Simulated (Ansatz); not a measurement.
**CH5FGeN2 (SMILES NC=[N][GeH2][F]): density, localisation and related maps**

```xyz
10

N     0.2254   -1.0327    1.2758
C    -0.7804   -0.9725    0.3583
N    -0.9294   -0.1741   -0.6406
Ge    0.2381    1.1455   -1.1326
F     1.6988    1.1375   -0.0609
H     1.0406   -0.4244    1.1867
H     0.2398   -1.7685    1.9746
H    -1.5664   -1.7257    0.5431
H     0.7832    0.8920   -2.5573
H    -0.3917    2.5462   -0.9462
```

These are results of RKS PBE/def2-mTZVP in Ansatz 0.2.0, not measurements.

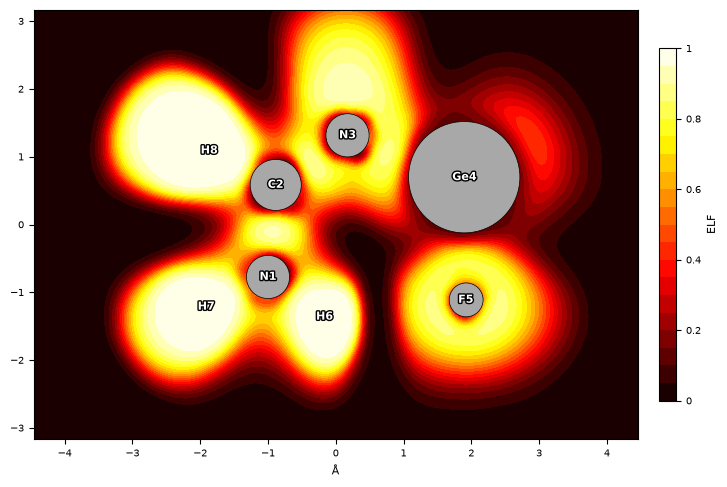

Figure 1. Electron localisation function on the plane of atoms C2, N3 and Ge4. Grey discs cover the atomic cores.

> What do the fields say about this system?

- The plane passes through N, C, Ge, F and H nuclei.
- C–N (1.29 Å): the ELF peaks at about 0.90 between the atoms, as expected for localised, covalent bonding.
- Ge–F (1.81 Å): the ELF peaks at about 0.80 in the valence shell of F, 0.5 Å from its nucleus, and is about 0.25 at the midpoint.
- Ge–N (1.83 Å): the ELF peaks at about 0.85 in the valence shell of N, 0.6 Å from its nucleus, and is about 0.50 at the midpoint.
- N–H (1.01 Å): the ELF climbs to about 1 towards the hydrogen, as it does in any bond to H (an ordinary covalent bond to hydrogen).
- C–N (1.36 Å): the ELF peaks at about 0.90 between the atoms, as expected for localised, covalent bonding.
- The ELF also peaks beside F5 and N3, away from the bonds: lone-pair regions.

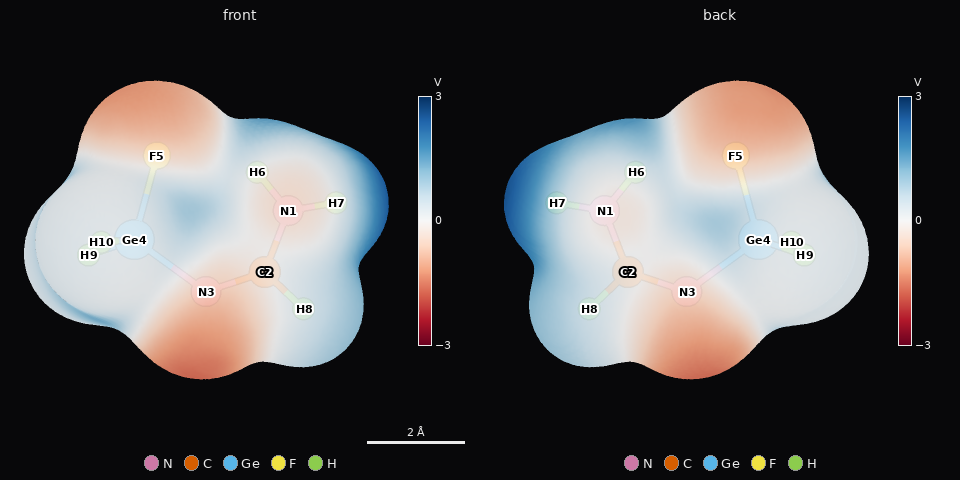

Figure 2. The molecular electrostatic potential painted on the density surface at 0.002 e/bohr³, seen from the front and from behind; the colour scale runs from red (negative) to blue (positive).

> Where is the surface potential most negative and most positive?

The most negative region (about −1.6 V) lies over N3, the most positive (about +2.5 V) over H7. N3 is the likeliest acceptor of a hydrogen bond.

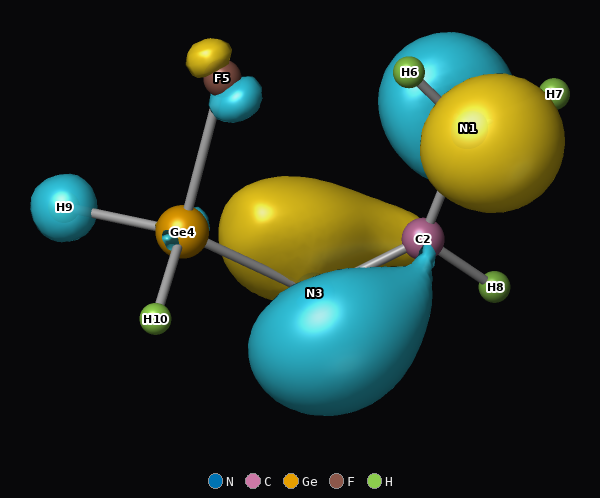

Figure 3. The HOMO at ±0.15 Å⁻³ᐟ² (yellow and cyan are the two phases), seen at a tilt.

> Where does this orbital lie, and at what energy?

By Hirshfeld shares it lies mainly on N3 (about 40 %), N1 (about 30 %), C2 (about 10 %) and Ge4 (about 5 %); largely a combination of lone pairs on N3 and N1. Its energy is −6.02 eV.
